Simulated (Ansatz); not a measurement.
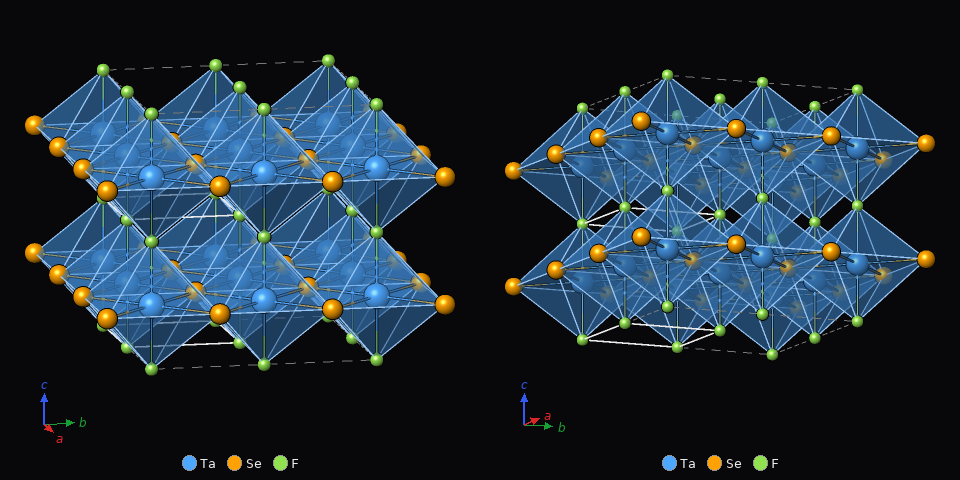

Polyhedra are drawn about Ta (bonds: F–Ta below 2.3 Å and Se–Ta below 2.9 Å); other atoms are plain spheres. Two views of the same piece.

TaSeF (space group P4/mmm, No. 123): the end point of a relaxation with DFT PBE, scalar-relativistic, plane waves, PAW in Ansatz; the starting structure was generated, so it need not be a known form of this composition.

What figure surrounds each Ta atom, and what does it share with the other drawn polyhedra?

Ta: TaSe4F2 octahedron, sharing corners with six neighbours and edges with four neighbours.

How do these polyhedra hang together as a whole?

They form a three-dimensional framework of corner- and edge-sharing octahedra.

How far apart are the centres of linked polyhedra?

Centre to centre across a shared corner: 4.15 to 5.19 Å; across a shared edge: 3.67 Å.
